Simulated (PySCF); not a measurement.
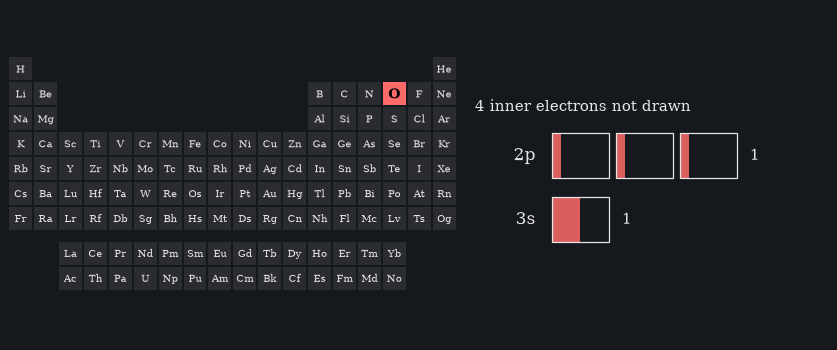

*Left, the place of oxygen in the periodic table; right, the outer shells of the nominal configuration: a box for each of the 2l + 1 orbitals, shaded by the share of the shell that is filled, with the electron count at the right.*

# Atomic calculation for O²⁺

- system: O²⁺, configuration 1s2 2s2 2p1 3s1, multiplicity 1.
- method: unrestricted CCSD(T), x2c-TZVPPall plus 1 even-tempered diffuse shell per l, spin-free X2C-1e, Gaussian nucleus (PySCF)

### What the run reported

| quantity | value |
| --- | --- |
| outcome | not converged |
| CCSD correlation | −0.119652 hartree |
| T1 diagnostic | 0.009 |
| hardware | 1 CPU thread, shared host |
| CPU time | 4.4 s (integrals apart) |

### What went wrong

The run did not meet its convergence test, so its last values are not results. This is not the ground configuration of the species. To bear in mind: largest double amplitude above 0.15.

### The input
```python
from pyscf import gto, scf, dft, mp, cc
import basis_set_exchange as bse
mol = gto.M(atom="O 0 0 0", charge=2, spin=0, symmetry="D2h",
            basis=gto.basis.parse(bse.get_basis("x2c-TZVPPall", elements=["O"], fmt="nwchem", augment_diffuse=1)),
            nucmod="G")
mf = scf.UHF(mol).sfx2c1e()
mf.irrep_nelec = {'Ag': (2, 3), 'B2u': (1, 0)}
mf.kernel()
mycc = cc.CCSD(mf, frozen=0).run()
mycc.ccsd_t()
```

The script is an equivalent of what the driver set up; the driver started from orbitals of its own, so the log can be shorter than this script's would be, and it computed the properties (radii, ⟨L²⟩, response) afterwards. It held the occupations shell by shell, which the script's counts by irreducible representation don't always enforce.

### Output (extracts)
```
CC2 = 0
CCSD nocc = (np.int64(3), np.int64(3)), nmo = (40, 40)
frozen orbitals [[], []]
max_cycle = 100
direct = 0
conv_tol = 1e-08
conv_tol_normt = 1e-06
diis_space = 8
diis_start_cycle = 0
Init t2, MP2 energy = -0.089695640138373
Init E_corr(UCCSD) = -0.0896956401384564
cycle = 1  E_corr(UCCSD) = -0.111911318565452  dE = -0.0222156784  norm(t1,t2) = 0.0973402
cycle = 2  E_corr(UCCSD) = -0.12340189512265  dE = -0.0114905766  norm(t1,t2) = 0.133044
cycle = 3  E_corr(UCCSD) = -0.106502677170735  dE = 0.016899218  norm(t1,t2) = 0.202025
cycle = 4  E_corr(UCCSD) = -0.117642521253755  dE = -0.0111398441  norm(t1,t2) = 0.025586
cycle = 5  E_corr(UCCSD) = -0.116963035099755  dE = 0.000679486154  norm(t1,t2) = 0.013013
cycle = 6  E_corr(UCCSD) = -0.118005336708488  dE = -0.00104230161  norm(t1,t2) = 0.0107676
cycle = 7  E_corr(UCCSD) = -0.118255912911768  dE = -0.000250576203  norm(t1,t2) = 0.00791451
cycle = 8  E_corr(UCCSD) = -0.11841957595274  dE = -0.000163663041  norm(t1,t2) = 0.00587776
cycle = 9  E_corr(UCCSD) = -0.118437962437415  dE = -1.83864847e-05  norm(t1,t2) = 0.0150903
cycle = 10  E_corr(UCCSD) = -0.119124943890573  dE = -0.000686981453  norm(t1,t2) = 0.00647118
cycle = 11  E_corr(UCCSD) = -0.119203375997955  dE = -7.84321074e-05  norm(t1,t2) = 0.00343018
cycle = 12  E_corr(UCCSD) = -0.119427718424408  dE = -0.000224342426  norm(t1,t2) = 0.00978232
cycle = 13  E_corr(UCCSD) = -0.119373465433875  dE = 5.42529905e-05  norm(t1,t2) = 0.00522572
cycle = 14  E_corr(UCCSD) = -0.119472591201339  dE = -9.91257675e-05  norm(t1,t2) = 0.00171956
cycle = 15  E_corr(UCCSD) = -0.119455100518826  dE = 1.74906825e-05  norm(t1,t2) = 0.00687337
cycle = 16  E_corr(UCCSD) = -0.119586051214691  dE = -0.000130950696  norm(t1,t2) = 0.000785707
cycle = 17  E_corr(UCCSD) = -0.119596240213951  dE = -1.01889993e-05  norm(t1,t2) = 0.000297566
cycle = 18  E_corr(UCCSD) = -0.119600266827752  dE = -4.0266138e-06  norm(t1,t2) = 0.000242849
cycle = 19  E_corr(UCCSD) = -0.119595230168249  dE = 5.0366595e-06  norm(t1,t2) = 0.000347093
cycle = 20  E_corr(UCCSD) = -0.119601230999863  dE = -6.00083161e-06  norm(t1,t2) = 0.000244729
cycle = 21  E_corr(UCCSD) = -0.119601177414291  dE = 5.35855716e-08  norm(t1,t2) = 0.000461408
cycle = 22  E_corr(UCCSD) = -0.119602153328772  dE = -9.75914481e-07  norm(t1,t2) = 0.000265705
cycle = 23  E_corr(UCCSD) = -0.119631961403093  dE = -2.98080743e-05  norm(t1,t2) = 0.000282351
cycle = 24  E_corr(UCCSD) = -0.119629450765006  dE = 2.51063809e-06  norm(t1,t2) = 0.000374895
cycle = 25  E_corr(UCCSD) = -0.119628847957221  dE = 6.02807785e-07  norm(t1,t2) = 0.000160743
cycle = 26  E_corr(UCCSD) = -0.119637268252714  dE = -8.42029549e-06  norm(t1,t2) = 0.000167203
cycle = 27  E_corr(UCCSD) = -0.11963993989276  dE = -2.67164005e-06  norm(t1,t2) = 0.000146902
cycle = 28  E_corr(UCCSD) = -0.119634207680784  dE = 5.73221198e-06  norm(t1,t2) = 0.000309601
cycle = 29  E_corr(UCCSD) = -0.119648804728298  dE = -1.45970475e-05  norm(t1,t2) = 0.000198574
cycle = 30  E_corr(UCCSD) = -0.119645702310759  dE = 3.10241754e-06  norm(t1,t2) = 0.0002186
cycle = 31  E_corr(UCCSD) = -0.119643012555071  dE = 2.68975569e-06  norm(t1,t2) = 0.000123963
cycle = 32  E_corr(UCCSD) = -0.119650345705412  dE = -7.33315034e-06  norm(t1,t2) = 0.000286758
cycle = 33  E_corr(UCCSD) = -0.119647716768642  dE = 2.62893677e-06  norm(t1,t2) = 0.000144377
cycle = 34  E_corr(UCCSD) = -0.119649933814197  dE = -2.21704556e-06  norm(t1,t2) = 0.000151522
cycle = 35  E_corr(UCCSD) = -0.119641634142257  dE = 8.29967194e-06  norm(t1,t2) = 0.000144023
cycle = 36  E_corr(UCCSD) = -0.119647946184467  dE = -6.31204221e-06  norm(t1,t2) = 0.000296022
cycle = 37  E_corr(UCCSD) = -0.119640469815765  dE = 7.4763687e-06  norm(t1,t2) = 0.000414846
cycle = 38  E_corr(UCCSD) = -0.119652871694647  dE = -1.24018789e-05  norm(t1,t2) = 0.000550272
cycle = 39  E_corr(UCCSD) = -0.119652044710932  dE = 8.26983714e-07  norm(t1,t2) = 0.000406617
cycle = 40  E_corr(UCCSD) = -0.119651615864248  dE = 4.28846685e-07  norm(t1,t2) = 4.77097e-05
cycle = 41  E_corr(UCCSD) = -0.119651292567501  dE = 3.23296747e-07  norm(t1,t2) = 8.62616e-05
cycle = 42  E_corr(UCCSD) = -0.119651338724689  dE = -4.61571885e-08  norm(t1,t2) = 3.99864e-05
cycle = 43  E_corr(UCCSD) = -0.119650714881932  dE = 6.23842758e-07  norm(t1,t2) = 5.66809e-05
cycle = 44  E_corr(UCCSD) = -0.119650046114996  dE = 6.68766936e-07  norm(t1,t2) = 3.48663e-05
cycle = 45  E_corr(UCCSD) = -0.119650459857715  dE = -4.13742719e-07  norm(t1,t2) = 8.33307e-05
cycle = 46  E_corr(UCCSD) = -0.119650418886313  dE = 4.09714025e-08  norm(t1,t2) = 3.74493e-05
cycle = 47  E_corr(UCCSD) = -0.119651050062335  dE = -6.31176022e-07  norm(t1,t2) = 4.42666e-05
cycle = 48  E_corr(UCCSD) = -0.119651237621118  dE = -1.87558783e-07  norm(t1,t2) = 4.33368e-05
cycle = 49  E_corr(UCCSD) = -0.119651457464668  dE = -2.1984355e-07  norm(t1,t2) = 4.62249e-05
cycle = 50  E_corr(UCCSD) = -0.119651456546824  dE = 9.17843426e-10  norm(t1,t2) = 2.6394e-05
cycle = 51  E_corr(UCCSD) = -0.119651739482936  dE = -2.82936112e-07  norm(t1,t2) = 3.61771e-05
cycle = 52  E_corr(UCCSD) = -0.119651866842956  dE = -1.2736002e-07  norm(t1,t2) = 3.25195e-05
cycle = 53  E_corr(UCCSD) = -0.119651680953069  dE = 1.85889888e-07  norm(t1,t2) = 2.95671e-05
cycle = 54  E_corr(UCCSD) = -0.119651650875234  dE = 3.00778347e-08  norm(t1,t2) = 2.21353e-05
cycle = 55  E_corr(UCCSD) = -0.119651902243134  dE = -2.51367899e-07  norm(t1,t2) = 5.47697e-05
cycle = 56  E_corr(UCCSD) = -0.119652061979602  dE = -1.59736469e-07  norm(t1,t2) = 3.4287e-05
cycle = 57  E_corr(UCCSD) = -0.119652000352116  dE = 6.16274863e-08  norm(t1,t2) = 3.02121e-05
cycle = 58  E_corr(UCCSD) = -0.11965159902711  dE = 4.01325005e-07  norm(t1,t2) = 2.60632e-05
cycle = 59  E_corr(UCCSD) = -0.11965176116143  dE = -1.62134319e-07  norm(t1,t2) = 3.60641e-05
cycle = 60  E_corr(UCCSD) = -0.119652016205329  dE = -2.55043899e-07  norm(t1,t2) = 3.19285e-05
cycle = 61  E_corr(UCCSD) = -0.119652338955146  dE = -3.22749817e-07  norm(t1,t2) = 3.77133e-05
cycle = 62  E_corr(UCCSD) = -0.119652645224609  dE = -3.06269463e-07  norm(t1,t2) = 2.64393e-05
cycle = 63  E_corr(UCCSD) = -0.119652517358941  dE = 1.27865668e-07  norm(t1,t2) = 0.000108903
cycle = 64  E_corr(UCCSD) = -0.11965233375817  dE = 1.83600771e-07  norm(t1,t2) = 2.65399e-05
cycle = 65  E_corr(UCCSD) = -0.119652324088227  dE = 9.66994321e-09  norm(t1,t2) = 8.10786e-05
cycle = 66  E_corr(UCCSD) = -0.119652298084992  dE = 2.60032348e-08  norm(t1,t2) = 5.08577e-05
cycle = 67  E_corr(UCCSD) = -0.119652424191377  dE = -1.26106385e-07  norm(t1,t2) = 7.90551e-05
cycle = 68  E_corr(UCCSD) = -0.119652519241471  dE = -9.50500941e-08  norm(t1,t2) = 1.37745e-05
cycle = 69  E_corr(UCCSD) = -0.119652192107821  dE = 3.2713365e-07  norm(t1,t2) = 1.66657e-05
cycle = 70  E_corr(UCCSD) = -0.119652326922487  dE = -1.34814666e-07  norm(t1,t2) = 1.93704e-05
cycle = 71  E_corr(UCCSD) = -0.119652336080027  dE = -9.15754003e-09  norm(t1,t2) = 1.51335e-05
cycle = 72  E_corr(UCCSD) = -0.119652458550847  dE = -1.22470819e-07  norm(t1,t2) = 1.6713e-05
cycle = 73  E_corr(UCCSD) = -0.119652330153125  dE = 1.28397721e-07  norm(t1,t2) = 1.62075e-05
cycle = 74  E_corr(UCCSD) = -0.119652326610367  dE = 3.54275856e-09  norm(t1,t2) = 1.57202e-05
cycle = 75  E_corr(UCCSD) = -0.119652311907775  dE = 1.4702592e-08  norm(t1,t2) = 1.7162e-05
cycle = 76  E_corr(UCCSD) = -0.119652563920451  dE = -2.52012676e-07  norm(t1,t2) = 1.87445e-05
cycle = 77  E_corr(UCCSD) = -0.119652056343849  dE = 5.07576602e-07  norm(t1,t2) = 2.58241e-05
cycle = 78  E_corr(UCCSD) = -0.119652023270198  dE = 3.30736511e-08  norm(t1,t2) = 1.46987e-05
cycle = 79  E_corr(UCCSD) = -0.119652147183117  dE = -1.23912919e-07  norm(t1,t2) = 1.60913e-05
cycle = 80  E_corr(UCCSD) = -0.119652116080962  dE = 3.11021553e-08  norm(t1,t2) = 5.21546e-05
cycle = 81  E_corr(UCCSD) = -0.119652002462755  dE = 1.13618206e-07  norm(t1,t2) = 3.24389e-05
cycle = 82  E_corr(UCCSD) = -0.119651963462284  dE = 3.90004714e-08  norm(t1,t2) = 1.40794e-05
cycle = 83  E_corr(UCCSD) = -0.119651890889153  dE = 7.25731305e-08  norm(t1,t2) = 4.81366e-05
cycle = 84  E_corr(UCCSD) = -0.119651899810742  dE = -8.92158858e-09  norm(t1,t2) = 3.23799e-05
cycle = 85  E_corr(UCCSD) = -0.119652059622967  dE = -1.59812225e-07  norm(t1,t2) = 3.52907e-05
cycle = 86  E_corr(UCCSD) = -0.119652085470496  dE = -2.5847529e-08  norm(t1,t2) = 1.21275e-05
cycle = 87  E_corr(UCCSD) = -0.119652066317432  dE = 1.91530637e-08  norm(t1,t2) = 1.94624e-05
cycle = 88  E_corr(UCCSD) = -0.11965206098246  dE = 5.33497209e-09  norm(t1,t2) = 1.77987e-05
cycle = 89  E_corr(UCCSD) = -0.119652053310084  dE = 7.67237567e-09  norm(t1,t2) = 1.14287e-05
cycle = 90  E_corr(UCCSD) = -0.119652089266215  dE = -3.59561312e-08  norm(t1,t2) = 1.35547e-05
cycle = 91  E_corr(UCCSD) = -0.119652054988754  dE = 3.42774618e-08  norm(t1,t2) = 1.11481e-05
cycle = 92  E_corr(UCCSD) = -0.119651979153405  dE = 7.58353484e-08  norm(t1,t2) = 1.53159e-05
cycle
```

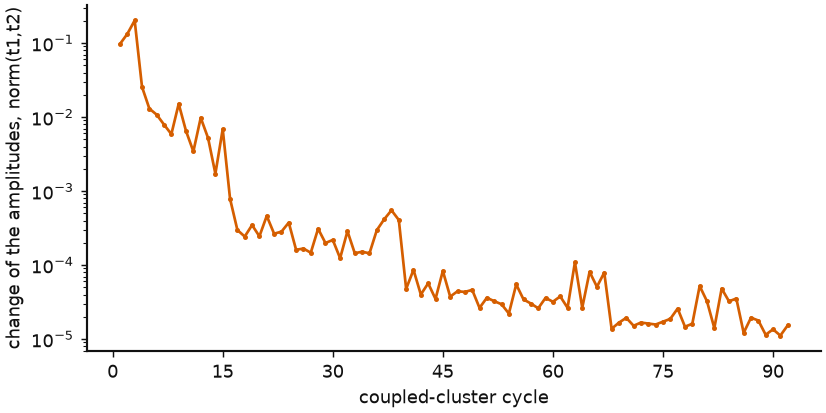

*Convergence: change of the amplitudes, norm(t1,t2) against the coupled-cluster cycle.*

The residual stalls around 3 × 10⁻⁵ from about step 40 on. It goes from 0.097 to 1.5×10⁻⁵ in 92 steps.
